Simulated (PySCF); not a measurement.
## Electronic structure of C₂H₁₆Si₅ in real space

Input

```
{"job": {"kind": "nmr", "xc": "PBE0", "basis": "pcSseg-1"}, "charge": 0, "multiplicity": 1}
C     -2.460275     0.554930    -0.948828
Si    -1.558819     1.417249     0.479126
C     -0.616326     0.148285     1.534805
Si     0.477873    -1.136268     0.621543
Si    -0.840347    -2.847747    -0.241046
Si     1.929417    -0.034786    -0.834596
Si     3.185386     1.723737    -0.011090
H     -3.100050    -0.247756    -0.592780
H     -3.087941     1.256824    -1.490249
H     -1.760515     0.123249    -1.659201
H     -0.614622     2.405506    -0.066051
H     -2.548808     2.121401     1.311195
H     -1.335717    -0.393124     2.151038
H      0.010807     0.697221     2.238517
H      1.307941    -1.734478     1.704151
H     -0.079314    -4.096703    -0.369651
H     -1.332856    -2.546075    -1.588749
H     -2.029350    -3.177683     0.555513
H      1.168538     0.413202    -2.017662
H      2.834233    -1.050311    -1.408559
H      3.971416     1.300592     1.152037
H      4.145240     2.307292    -0.952912
H      2.329335     2.822430     0.443528
```

Command:

```sh
OMP_NUM_THREADS=1 python probes_run.py task.json out
```

Geometry: GFN2-xTB.

Theory: PBE0/pcSseg-1, SCF density, gas phase, non-relativistic (PySCF).

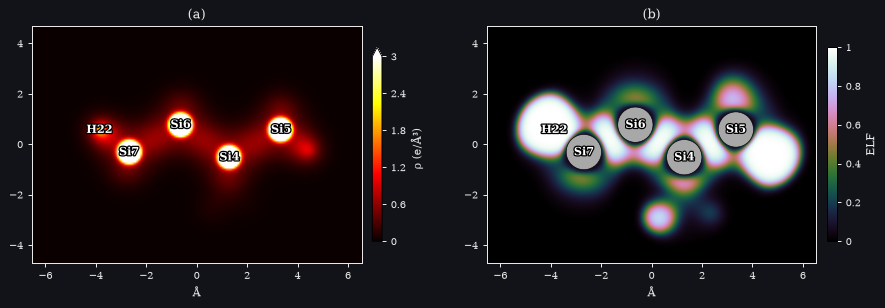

Figure 1. (a) total electron density; (b) ELF on the plane of atoms Si6, Si7 and H22. Grey discs cover the atomic cores in the ELF map.

### Interpret the plot.

- Atoms in the plane: Si and H.
- Si–Si (2.31 Å): the density is about 0.65 e/Å³ at the midpoint; the ELF peaks at about 1 between the atoms: localised, covalent bonding.
- Si–H (1.47 Å): the density is about 0.8 e/Å³ at the midpoint; the ELF climbs to about 1 towards the hydrogen, as it does in any bond to H.

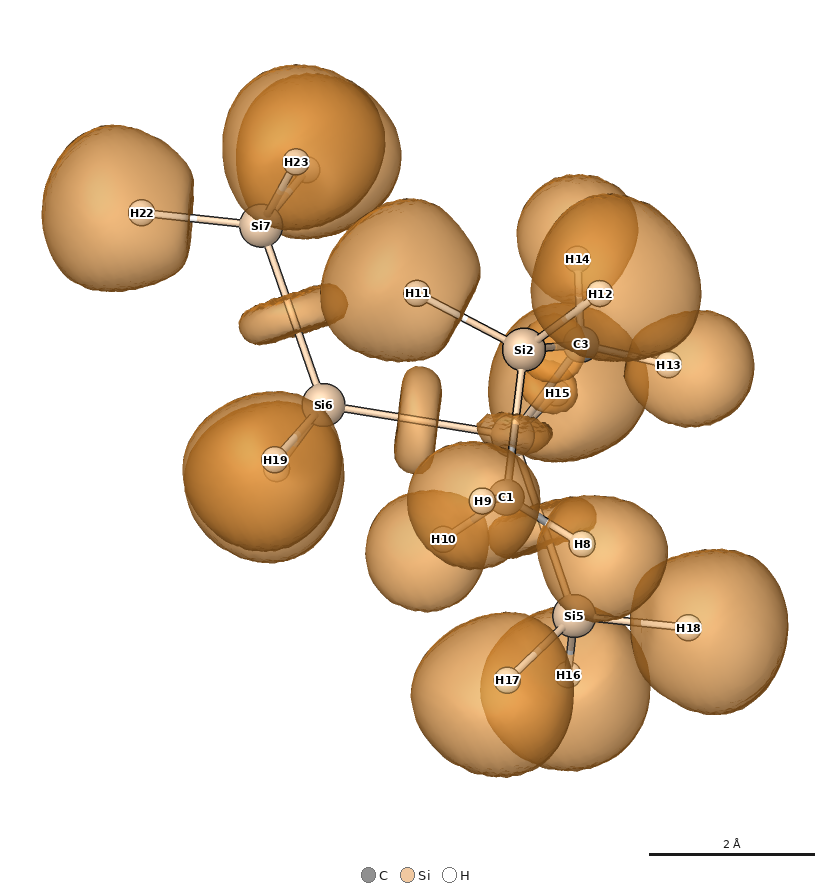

Figure 2. Isosurface of the ELF at 0.9 (orange), seen at an oblique angle. Only the valence region is drawn (cores and ρ < 0.01 e/Å³ removed).

### Describe the localisation domains.

The surface consists of three regions between bonded C–Si atoms (shared pairs), three regions between bonded Si–Si atoms (shared pairs) and 16 regions around hydrogen nuclei. Along the contacts the grid gives the following. C–Si (1.90 Å): the ELF peaks at about 0.95 between the atoms: localised, covalent bonding.

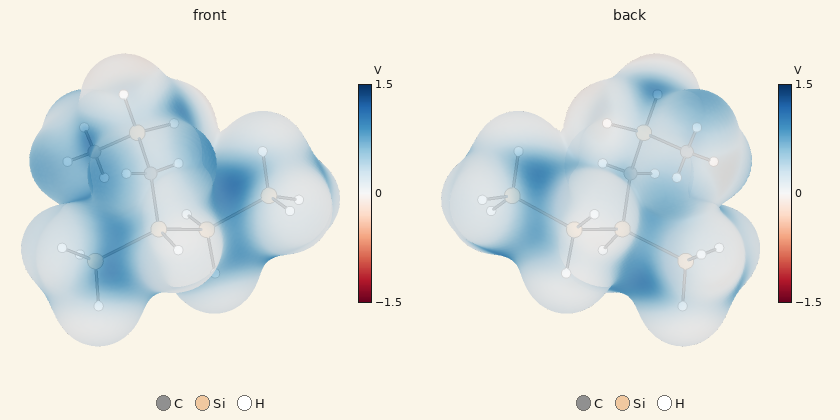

Figure 3. The electrostatic potential painted on the density surface at 0.002 e/bohr³, seen from the front and from behind; red is negative and blue positive.

### Which sites attract a positive test charge, and which a negative one?

A positive charge is drawn to the negative regions and a negative charge to the positive ones. The most negative region (about −0.1 V) lies over C1, H11 and H12, the most positive (about +1.0 V) over the Si atoms.

### What dipole moment does the calculation give?

Its dipole moment is 0.57 D.
